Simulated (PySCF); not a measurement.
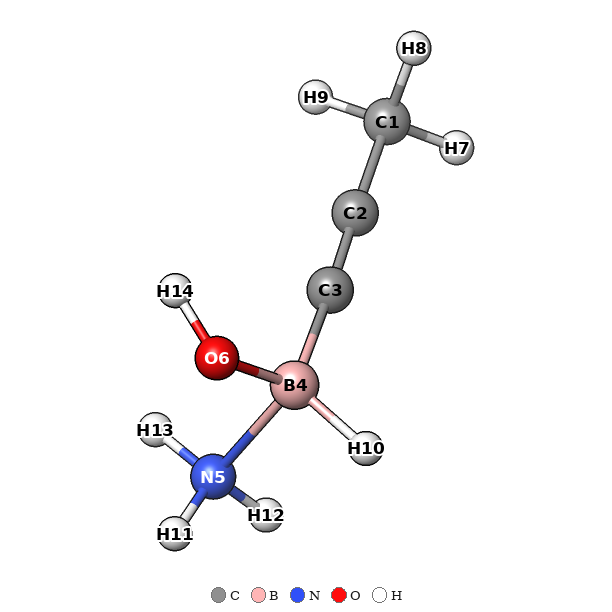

The geometry was computed by an optimisation with GFN2-xTB. No frequency run is at hand to confirm it as a minimum. Level of theory: delta-SCF UKS SCAN, pcX-2 on the ionised atom, pcseg-1 elsewhere, spin-free X2C (PySCF 2.14.0).

Give the core-electron binding energies (to vacuum) of C1 1s, C2 1s, C3 1s, B4 1s, N5 1s, O6 1s.

```csv
atom,level,binding energy (eV)
C1,1s,291.2
C2,1s,289.5
C3,1s,288.8
B4,1s,195.5
N5,1s,406.9
O6,1s,537.4
```

The geometry is semi-empirical. Around B such bond lengths and angles can be off by a tenth of an ångström or more and by several degrees, and values that hang on the shape move with them.
